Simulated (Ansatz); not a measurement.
# C2H9GeOP: inversion of the pyramid at P5, part 1 of 3

Wanted: the energy profile along the inversion of the pyramid at P5, from relaxed end points and a band of images. SMILES of the start: CO[CH2][GeH2][PH2].

All numbers below are computed with Ansatz 0.2.0 (RHF/def2-SVP).

### Step 1. The system as given

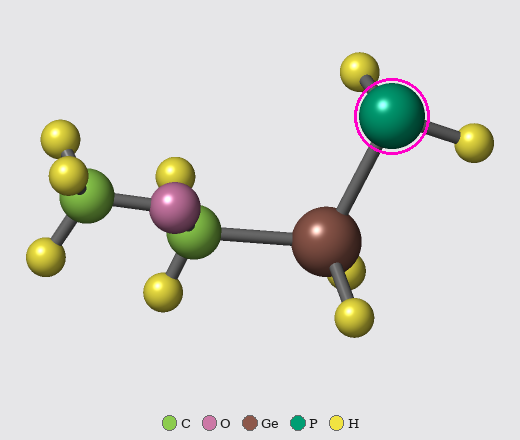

The starting structure, seen from a chosen angle (carbon green, oxygen pink, germanium brown, phosphorus teal, hydrogen yellow). Ringed: P5.

Coordinates:

```xyz
14

C    -1.6633    1.0337    1.4627
O    -0.7233    0.1510    1.0663
C    -0.6962    0.0927   -0.3538
Ge    0.7930   -1.1636   -0.8588
P     2.7347   -0.4723   -0.0601
H    -2.7171    0.7804    1.0896
H    -1.4437    2.1046    1.0913
H    -1.7109    1.1339    2.5522
H    -1.6235   -0.2511   -0.7219
H    -0.3939    1.0809   -0.7527
H     0.7780   -1.2588   -2.3801
H     0.4055   -2.5627   -0.2542
H     2.7768    0.6683   -0.9943
H     3.4709   -1.3663   -0.8575
```

### Step 2. Relaxing end A

The input, input.yaml:

```yaml
crystal:
  periodic: [false, false, false]
  atoms:
    - { symbol: C, position_ang: [-1.6633, 1.0337, 1.4627] }
    - { symbol: O, position_ang: [-0.7233, 0.151, 1.0663] }
    - { symbol: C, position_ang: [-0.6962, 0.0927, -0.3538] }
    - { symbol: Ge, position_ang: [0.793, -1.1636, -0.8588] }
    - { symbol: P, position_ang: [2.7347, -0.4723, -0.0601] }
    - { symbol: H, position_ang: [-2.7171, 0.7804, 1.0896] }
    - { symbol: H, position_ang: [-1.4437, 2.1046, 1.0913] }
    - { symbol: H, position_ang: [-1.7109, 1.1339, 2.5522] }
    - { symbol: H, position_ang: [-1.6235, -0.2511, -0.7219] }
    - { symbol: H, position_ang: [-0.3939, 1.0809, -0.7527] }
    - { symbol: H, position_ang: [0.778, -1.2588, -2.3801] }
    - { symbol: H, position_ang: [0.4055, -2.5627, -0.2542] }
    - { symbol: H, position_ang: [2.7768, 0.6683, -0.9943] }
    - { symbol: H, position_ang: [3.4709, -1.3663, -0.8575] }
basis:
  gaussian: { orbitals: def2-SVP }
hamiltonian:
  xc: hf
relax:
  f_tol: 0.015
  max_steps: 40
output:
  orbitals: {}
```

The run is started by

```bash
$ ansatz run input.yaml --threads 2 --pin off --max-ram 3072MiB --backend cpu --events-out ev --progress --plain --runs-dir out
```

What it wrote:

```text
Warning: RAYON_NUM_THREADS=2 ignored (pool sized by the plan → 2); use --threads N
The last accepted step is kept in <dir> (removed where the run ends without a failure and the disk answers)
Engine: ansatz 0.2.0, aarch64-unknown-linux-gnu
Functional definition: HF
  exchange = exact_x
  correlation = 0
1477 factors; integrals over basis functions are off by at most 3.8e-4 eV
mean field evaluation 1: about -69969.2515 eV, gradient 2.7e1 eV
mean field evaluation 2: about -69969.3628 eV, gradient 2.7e1 eV
mean field evaluation 4: about -69971.6781 eV, gradient 4.4e0 eV
mean field evaluation 8: about -69971.7306 eV, gradient 1.9e-1 eV
mean field -69971.73078948 eV, -2571.4136779709 hartree, gradient 1.8e-5 eV, S^2 0.000000; 0 other end points of the search recorded, 0 dependent functions left out
the calculation of the forces begins
reference -69971.73078948 eV, -2571.4136779709 hartree; 38, 38 occupied and 99, 99 virtual orbitals, 1477 factors
relax step   1: F+E_penalty+E_count = -69971.73078948 eV  Δ(F+E_penalty+E_count) = +0.000e0 eV  max|allowed force component| = 3.063e0 eV/Å  Δτ_max = 0.0000 Å  (33 SCF iters, accepted)
these checks for a lower state are left out or cut short: starts, cluster_reference, orbital_swaps, neighbouring_geometries, increment
1477 factors; integrals over basis functions are off by at most 3.6e-4 eV
mean field evaluation 16: about -69972.1345 eV, gradient 5.9e-4 eV
mean field -69972.13452494 eV, -2571.4285149752 hartree, gradient 3.9e-5 eV, S^2 0.000000; 0 other end points of the search recorded, 0 dependent functions left out
the calculation of the forces begins
reference -69972.13452494 eV, -2571.4285149752 hartree; 38, 38 occupied and 99, 99 virtual orbitals, 1477 factors
relax step   2: F+E_penalty+E_count = -69972.13452494 eV  Δ(F+E_penalty+E_count) = -4.037e-1 eV  max|allowed force component| = 9.928e-1 eV/Å  Δτ_max = 0.1534 Å  (31 SCF iters, accepted)
these checks for a lower state are left out or cut short: starts, cluster_reference, orbital_swaps, neighbouring_geometries, increment
1477 factors; integrals over basis functions are off by at most 3.6e-4 eV
mean field -69972.19786277 eV, -2571.4308425976 hartree, gradient 3.6e-5 eV, S^2 0.000000; 0 other end points of the search recorded, 0 dependent functions left out
the calculation of the forces begins
reference -69972.19786277 eV, -2571.4308425976 hartree; 38, 38 occupied and 99, 99 virtual orbitals, 1477 factors
relax step   3: F+E_penalty+E_count = -69972.19786277 eV  Δ(F+E_penalty+E_count) = -6.334e-2 eV  max|allowed force component| = 3.626e-1 eV/Å  Δτ_max = 0.0816 Å  (30 SCF iters, accepted)
these checks for a lower state are left out or cut short: starts, cluster_reference, orbital_swaps, neighbouring_geometries, increment
1477 factors; integrals over basis functions are off by at most 3.6e-4 eV
mean field evaluation 32: about -69972.2099 eV, gradient 1.3e-5 eV
mean field -69972.20985268 eV, -2571.4312832187 hartree, gradient 3.5e-5 eV, S^2 0.000000; 0 other end points of the search recorded, 0 dependent functions left out
the calculation of the forces begins
reference -69972.20985268 eV, -2571.4312832187 hartree; 38, 38 occupied and 99, 99 virtual orbitals, 1477 factors
relax step   4: F+E_penalty+E_count = -69972.20985268 eV  Δ(F+E_penalty+E_count) = -1.199e-2 eV  max|allowed force component| = 1.250e-1 eV/Å  Δτ_max = 0.0294 Å  (32 SCF iters, accepted)
these checks for a lower state are left out or cut short: starts, cluster_reference, orbital_swaps, neighbouring_geometries, increment
1477 factors; integrals over basis functions are off by at most 3.6e-4 eV
mean field -69972.21154709 eV, -2571.4313454871 hartree, gradient 3.5e-5 eV, S^2 0.000000; 0 other end points of the search recorded, 0 dependent functions left out
the calculation of the forces begins
reference -69972.21154709 eV, -2571.4313454871 hartree; 38, 38 occupied and 99, 99 virtual orbitals, 1477 factors
relax step   5: F+E_penalty+E_count = -69972.21154709 eV  Δ(F+E_penalty+E_count) = -1.694e-3 eV  max|allowed force component| = 3.533e-2 eV/Å  Δτ_max = 0.0255 Å  (33 SCF iters, accepted)
these checks for a lower state are left out or cut short: starts, cluster_reference, orbital_swaps, neighbouring_geometries, increment
1477 factors; integrals over basis functions are off by at most 3.6e-4 eV
mean field -69972.21168224 eV, -2571.4313504538 hartree, gradient 1.2e-5 eV, S^2 0.000000; 0 other end points of the search recorded, 0 dependent functions left out
the calculation of the forces begins
reference -69972.21168224 eV, -2571.4313504538 hartree; 38, 38 occupied and 99, 99 virtual orbitals, 1477 factors
relax step   6: F+E_penalty+E_count = -69972.21168224 eV  Δ(F+E_penalty+E_count) = -1.352e-4 eV  max|allowed force component| = 1.101e-2 eV/Å  Δτ_max = 0.0047 Å  (24 SCF iters, accepted)
1477 factors; integrals over basis functions are off by at most 3.6e-4 eV
mean field -69972.21168224 eV, -2571.4313504538 hartree, gradient 1.2e-5 eV, S^2 0.000000; 1 other end points of the search recorded, 0 dependent functions left out
the calculation of the forces begins
reference -69972.21168224 eV, -2571.4313504538 hartree; 38, 38 occupied and 99, 99 virtual orbitals, 1477 factors
Total energy: -69972.21168224 eV, -2571.4313504538 hartree
Atom 0 at    -1.674511     1.089747     1.490980 Å, force     0.002080     0.000658    -0.004591 eV/Å
Atom 1 at    -0.731232     0.207738     0.983348 Å, force     0.001639     0.005746     0.009456 eV/Å
Atom 2 at    -0.700780     0.094744    -0.402478 Å, force    -0.001125    -0.000381    -0.011010 eV/Å
Atom 3 at     0.709222    -1.199109    -0.885665 Å, force    -0.000033    -0.001077     0.003925 eV/Å
Atom 4 at     2.755007    -0.456559    -0.022231 Å, force    -0.001583    -0.000185     0.005397 eV/Å
Atom 5 at    -2.692042     0.794366     1.212357 Å, force     0.002524    -0.000100     0.002883 eV/Å
Atom 6 at    -1.502596     2.111218     1.134105 Å, force    -0.000677    -0.003564    -0.000410 eV/Å
Atom 7 at    -1.592562     1.081130     2.575857 Å, force    -0.002172    -0.000127     0.000869 eV/Å
Atom 8 at    -1.665011    -0.251352    -0.795775 Å, force    -0.003110    -0.000668     0.002861 eV/Å
Atom 9 at    -0.495709     1.063200    -0.876511 Å, force    -0.000240    -0.002520     0.000775 eV/Å
Atom 10 at     0.746184    -1.336246    -2.418474 Å, force     0.002486    -0.000291    -0.003511 eV/Å
Atom 11 at     0.396503    -2.569716    -0.271928 Å, force    -0.004131     0.001805    -0.002864 eV/Å
Atom 12 at     2.875108     0.655892    -0.887480 Å, force     0.000674    -0.000066    -0.001317 eV/Å
Atom 13 at     3.559420    -1.314352    -0.807406 Å, force     0.003666     0.000770    -0.002462 eV/Å
Dipole moment:    -0.325712     0.199959    -0.264958 e Å
```

Wall time 19 s (2 threads of Arm Neoverse V2, shared host); peak memory 0.35 GiB.

Relaxation path:

| step | energy from step 1 (eV) | largest force component (eV/Å) |
| --- | --- | --- |
| 1 | 0.0000 | 3.0626 |
| 2 | -0.4037 | 0.9928 |
| 3 | -0.4671 | 0.3626 |
| 4 | -0.4791 | 0.1250 |
| 5 | -0.4808 | 0.0353 |
| 6 | -0.4809 | 0.0110 |

Step 1 is the start.

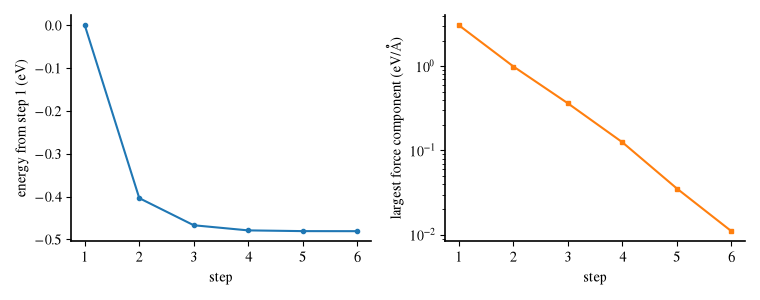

Energy and largest force along the relaxation.

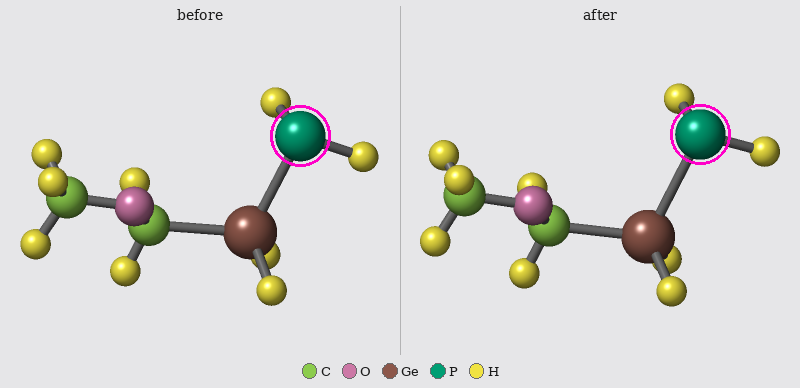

The structure before (left) and after (right), drawn at the same scale.

After: Bond lengths: C1–O2 1.388 Å, O2–C3 1.391 Å, C3–Ge4 1.974 Å, Ge4–P5 2.341 Å, C1–H6 1.096 Å, C1–H7 1.096 Å, C1–H8 1.088 Å, C3–H9 1.097 Å, C3–H10 1.098 Å, Ge4–H11 1.539 Å, Ge4–H12 1.534 Å, P5–H13 1.414 Å, P5–H14 1.414 Å. Angles (14 of 22 angles, heavy atoms first): C1–O2–C3 115.5°, O2–C3–Ge4 108.2°, C3–Ge4–P5 109.0°, O2–C1–H6 111.5°, O2–C1–H7 111.5°, O2–C1–H8 108.0°, O2–C3–H9 111.3°, O2–C3–H10 111.3°, Ge4–C3–H9 109.5°, Ge4–C3–H10 109.8°, C3–Ge4–H11 108.6°, C3–Ge4–H12 110.0°, P5–Ge4–H11 112.0°, P5–Ge4–H12 108.3°.

### Step 3. End point B

The second end starts from a geometry with the move made by hand.

input.yaml: that of step 2 with these lines changed.

```diff
@@ -15,4 +15,4 @@
     - { symbol: H, position_ang: [0.4055, -2.5627, -0.2542] }
-    - { symbol: H, position_ang: [2.7768, 0.6683, -0.9943] }
-    - { symbol: H, position_ang: [3.4709, -1.3663, -0.8575] }
+    - { symbol: H, position_ang: [2.08075, 0.45267, 0.88449] }
+    - { symbol: H, position_ang: [2.84773, -1.55935, 0.82455] }
 basis:
```

The run is started by

```bash
$ ansatz run input.yaml --threads 2 --pin off --max-ram 3072MiB --backend cpu --events-out ev --progress --plain --runs-dir out
```

What it wrote, cut to the lines that bear on the results:

```text
Warning: RAYON_NUM_THREADS=2 ignored (pool sized by the plan → 2); use --threads N
[...]
[... 1 set-up line as earlier in the session ...]
[...]
1478 factors; integrals over basis functions are off by at most 3.8e-4 eV
[...]
mean field -69971.68883338 eV, -2571.4121361127 hartree, gradient 1.5e-5 eV, S^2 0.000000; 0 other end points of the search recorded, 0 dependent functions left out
[...]
reference -69971.68883338 eV, -2571.4121361127 hartree; 38, 38 occupied and 99, 99 virtual orbitals, 1478 factors
[...]
relax step  10: F+E_penalty+E_count = -69972.20523306 eV  Δ(F+E_penalty+E_count) = -1.593e-3 eV  max|allowed force component| = 4.975e-1 eV/Å  Δτ_max = 0.1486 Å  (30 SCF iters, accepted)
[...]
relax step  13: F+E_penalty+E_count = -69972.22343381 eV  Δ(F+E_penalty+E_count) = -6.150e-3 eV  max|allowed force component| = 5.417e-2 eV/Å  Δτ_max = 0.1000 Å  (31 SCF iters, accepted)
[...]
relax step  14: F+E_penalty+E_count = -69972.22902580 eV  Δ(F+E_penalty+E_count) = -5.592e-3 eV  max|allowed force component| = 2.155e-1 eV/Å  Δτ_max = 0.1463 Å  (30 SCF iters, accepted)
```

### Step 4. More of the same log: end point B relaxed

Output, continued:

```text
these checks for a lower state are left out or cut short: starts, cluster_reference, orbital_swaps, neighbouring_geometries, increment
1478 factors; integrals over basis functions are off by at most 3.6e-4 eV
mean field -69972.22660548 eV, -2571.4318988725 hartree, gradient 3.8e-5 eV, S^2 0.000000; 0 other end points of the search recorded, 0 dependent functions left out
the calculation of the forces begins
reference -69972.22660548 eV, -2571.4318988725 hartree; 38, 38 occupied and 99, 99 virtual orbitals, 1478 factors
relax step  15: F+E_penalty+E_count = -69972.22660548 eV  Δ(F+E_penalty+E_count) = +2.420e-3 eV  max|allowed force component| = 4.158e-1 eV/Å  Δτ_max = 0.1949 Å  (31 SCF iters, rejected (line search))
these checks for a lower state are left out or cut short: starts, cluster_reference, orbital_swaps, neighbouring_geometries, increment
1478 factors; integrals over basis functions are off by at most 3.6e-4 eV
mean field -69972.23444090 eV, -2571.4321868191 hartree, gradient 3.6e-5 eV, S^2 0.000000; 0 other end points of the search recorded, 0 dependent functions left out
the calculation of the forces begins
reference -69972.23444090 eV, -2571.4321868191 hartree; 38, 38 occupied and 99, 99 virtual orbitals, 1478 factors
relax step  16: F+E_penalty+E_count = -69972.23444090 eV  Δ(F+E_penalty+E_count) = -5.415e-3 eV  max|allowed force component| = 6.453e-2 eV/Å  Δτ_max = 0.0966 Å  (32 SCF iters, accepted)
these checks for a lower state are left out or cut short: starts, cluster_reference, orbital_swaps, neighbouring_geometries, increment
1478 factors; integrals over basis functions are off by at most 3.6e-4 eV
mean field -69972.23879355 eV, -2571.4323467761 hartree, gradient 3.6e-5 eV, S^2 0.000000; 0 other end points of the search recorded, 0 dependent functions left out
the calculation of the forces begins
reference -69972.23879355 eV, -2571.4323467761 hartree; 38, 38 occupied and 99, 99 virtual orbitals, 1478 factors
relax step  17: F+E_penalty+E_count = -69972.23879355 eV  Δ(F+E_penalty+E_count) = -4.353e-3 eV  max|allowed force component| = 3.438e-2 eV/Å  Δτ_max = 0.0991 Å  (31 SCF iters, accepted)
these checks for a lower state are left out or cut short: starts, cluster_reference, orbital_swaps, neighbouring_geometries, increment
1478 factors; integrals over basis functions are off by at most 3.6e-4 eV
mean field evaluation 128: about -69972.2391 eV, gradient 4.5e-4 eV
mean field -69972.23905887 eV, -2571.4323565264 hartree, gradient 3.6e-5 eV, S^2 0.000000; 0 other end points of the search recorded, 0 dependent functions left out
the calculation of the forces begins
reference -69972.23905887 eV, -2571.4323565264 hartree; 38, 38 occupied and 99, 99 virtual orbitals, 1478 factors
relax step  18: F+E_penalty+E_count = -69972.23905887 eV  Δ(F+E_penalty+E_count) = -2.653e-4 eV  max|allowed force component| = 2.438e-1 eV/Å  Δτ_max = 0.1464 Å  (31 SCF iters, accepted)
these checks for a lower state are left out or cut short: starts, cluster_reference, orbital_swaps, neighbouring_geometries, increment
1478 factors; integrals over basis functions are off by at most 3.6e-4 eV
mean field -69972.23991089 eV, -2571.4323878375 hartree, gradient 3.6e-5 eV, S^2 0.000000; 0 other end points of the search recorded, 0 dependent functions left out
the calculation of the forces begins
reference -69972.23991089 eV, -2571.4323878375 hartree; 38, 38 occupied and 99, 99 virtual orbitals, 1478 factors
relax step  19: F+E_penalty+E_count = -69972.23991089 eV  Δ(F+E_penalty+E_count) = -8.520e-4 eV  max|allowed force component| = 2.232e-1 eV/Å  Δτ_max = 0.0711 Å  (32 SCF iters, accepted)
these checks for a lower state are left out or cut short: starts, cluster_reference, orbital_swaps, neighbouring_geometries, increment
1478 factors; integrals over basis functions are off by at most 3.6e-4 eV
mean field -69972.23688384 eV, -2571.4322765954 hartree, gradient 3.6e-5 eV, S^2 0.000000; 0 other end points of the search recorded, 0 dependent functions left out
the calculation of the forces begins
reference -69972.23688384 eV, -2571.4322765954 hartree; 38, 38 occupied and 99, 99 virtual orbitals, 1478 factors
relax step  20: F+E_penalty+E_count = -69972.23688384 eV  Δ(F+E_penalty+E_count) = +3.027e-3 eV  max|allowed force component| = 2.726e-1 eV/Å  Δτ_max = 0.0637 Å  (33 SCF iters, rejected (line search))
these checks for a lower state are left out or cut short: starts, cluster_reference, orbital_swaps, neighbouring_geometries, increment
1478 factors; integrals over basis functions are off by at most 3.6e-4 eV
mean field -69972.24307936 eV, -2571.4325042768 hartree, gradient 3.6e-5 eV, S^2 0.000000; 0 other end points of the search recorded, 0 dependent functions left out
the calculation of the forces begins
reference -69972.24307936 eV, -2571.4325042768 hartree; 38, 38 occupied and 99, 99 virtual orbitals, 1478 factors
relax step  21: F+E_penalty+E_count = -69972.24307936 eV  Δ(F+E_penalty+E_count) = -3.168e-3 eV  max|allowed force component| = 1.643e-2 eV/Å  Δτ_max = 0.0202 Å  (32 SCF iters, accepted)
these checks for a lower state are left out or cut short: starts, cluster_reference, orbital_swaps, neighbouring_geometries, increment
1478 factors; integrals over basis functions are off by at most 3.6e-4 eV
mean field -69972.24314303 eV, -2571.4325066163 hartree, gradient 1.9e-5 eV, S^2 0.000000; 0 other end points of the search recorded, 0 dependent functions left out
the calculation of the forces begins
reference -69972.24314303 eV, -2571.4325066163 hartree; 38, 38 occupied and 99, 99 virtual orbitals, 1478 factors
relax step  22: F+E_penalty+E_count = -69972.24314303 eV  Δ(F+E_penalty+E_count) = -6.366e-5 eV  max|allowed force component| = 1.456e-2 eV/Å  Δτ_max = 0.0105 Å  (25 SCF iters, accepted)
1478 factors; integrals over basis functions are off by at most 3.6e-4 eV
mean field evaluation 160: about -69972.2431 eV, gradient 1.9e-5 eV
mean field -69972.24314303 eV, -2571.4325066163 hartree, gradient 1.9e-5 eV, S^2 0.000000; 1 other end points of the search recorded, 0 dependent functions left out
the calculation of the forces begins
reference -69972.24314303 eV, -2571.4325066163 hartree; 38, 38 occupied and 99, 99 virtual orbitals, 1478 factors
Total energy: -69972.24314303 eV, -2571.4325066163 hartree
Atom 0 at    -1.797931     1.207388     1.415160 Å, force     0.002520    -0.002986     0.002139 eV/Å
Atom 1 at    -0.812353     0.326746     0.991406 Å, force     0.000277     0.000095    -0.005955 eV/Å
Atom 2 at    -0.756774     0.105045    -0.383551 Å, force    -0.004763     0.000698     0.009099 eV/Å
Atom 3 at     0.715881    -1.164385    -0.719240 Å, force     0.004192     0.011748    -0.006792 eV/Å
Atom 4 at     2.664366    -0.235157     0.182152 Å, force    -0.013992    -0.014563     0.001838 eV/Å
Atom 5 at    -2.798255     0.847653     1.151088 Å, force    -0.000738    -0.000188     0.000030 eV/Å
Atom 6 at    -1.662556     2.202308     0.977594 Å, force     0.000767    -0.001010    -0.000428 eV/Å
Atom 7 at    -1.731670     1.290306     2.498194 Å, force    -0.000977     0.001834    -0.002337 eV/Å
Atom 8 at    -1.703217    -0.304720    -0.757547 Å, force     0.003493     0.003893    -0.002349 eV/Å
Atom 9 at    -0.573032     1.039328    -0.928013 Å, force    -0.000740    -0.004388     0.000129 eV/Å
Atom 10 at     0.914511    -1.327949    -2.236061 Å, force    -0.002199    -0.002387    -0.001384 eV/Å
Atom 11 at     0.375845    -2.532267    -0.111653 Å, force     0.000919    -0.000527     0.002456 eV/Å
Atom 12 at     2.350059    -0.521859     1.527800 Å, force     0.009196     0.001770     0.000301 eV/Å
Atom 13 at     3.482907    -1.370418    -0.017788 Å, force     0.002045     0.006012     0.003252 eV/Å
Dipole moment:    -0.359954     0.038534    -0.073687 e Å
```

It took 62 s on 2 threads of Arm Neoverse V2, shared host; peak memory 0.35 GiB.

Relaxation path:

| step | energy from step 1 (eV) | largest force component (eV/Å) |
| --- | --- | --- |
| 1 | 0.0000 | 3.0027 |
| 2 | -0.4245 | 0.9746 |
| 3 | -0.4832 | 0.3562 |
| 4 | -0.5002 | 0.1628 |
| 5 | -0.5040 | 0.0388 |
| 6 | -0.5059 | 0.1357 |
| 7x | -0.5046 | 0.4838 |
| 8 | -0.5100 | 0.1051 |
| 9 | -0.5148 | 0.2013 |
| 10 | -0.5164 | 0.4975 |
| 11x | -0.5154 | 0.5030 |
| 12 | -0.5285 | 0.0749 |
| 13 | -0.5346 | 0.0542 |
| 14 | -0.5402 | 0.2155 |
| 15x | -0.5378 | 0.4158 |
| 16 | -0.5456 | 0.0645 |
| 17 | -0.5500 | 0.0344 |
| 18 | -0.5502 | 0.2438 |
| 19 | -0.5511 | 0.2232 |
| 20x | -0.5481 | 0.2726 |
| 21 | -0.5542 | 0.0164 |
| 22 | -0.5543 | 0.0146 |

Step 1 is the start. 4 steps were tried and not accepted (marked x).

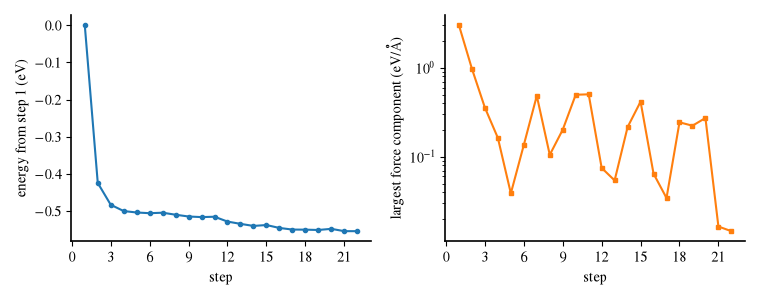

How energy and force went from step to step.

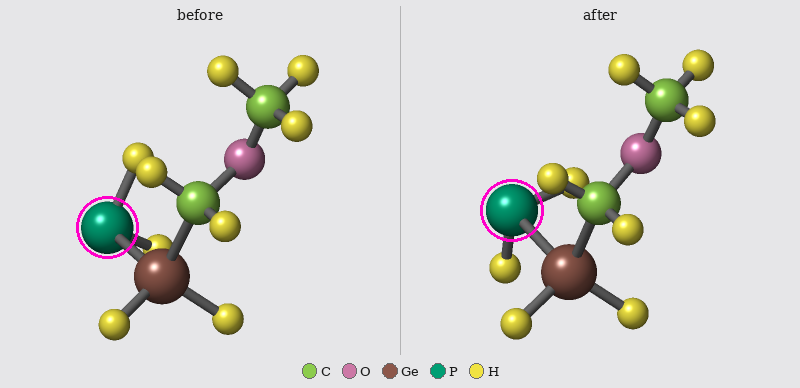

The structure before (left) and after (right), drawn at the same scale.

After: Bond lengths: C1–O2 1.388 Å, O2–C3 1.394 Å, C3–Ge4 1.973 Å, Ge4–P5 2.339 Å, C1–H6 1.095 Å, C1–H7 1.095 Å, C1–H8 1.088 Å, C3–H9 1.097 Å, C3–H10 1.097 Å, Ge4–H11 1.538 Å, Ge4–H12 1.535 Å, P5–H13 1.411 Å, P5–H14 1.414 Å. Angles (14 of 22 angles, heavy atoms first): C1–O2–C3 115.5°, O2–C3–Ge4 107.5°, C3–Ge4–P5 107.5°, O2–C1–H6 111.5°, O2–C1–H7 111.5°, O2–C1–H8 108.0°, O2–C3–H9 111.2°, O2–C3–H10 111.2°, Ge4–C3–H9 110.2°, Ge4–C3–H10 109.8°, C3–Ge4–H11 109.4°, C3–Ge4–H12 109.9°, P5–Ge4–H11 108.3°, P5–Ge4–H12 112.7°.

(Continued in part 2 of 3.)
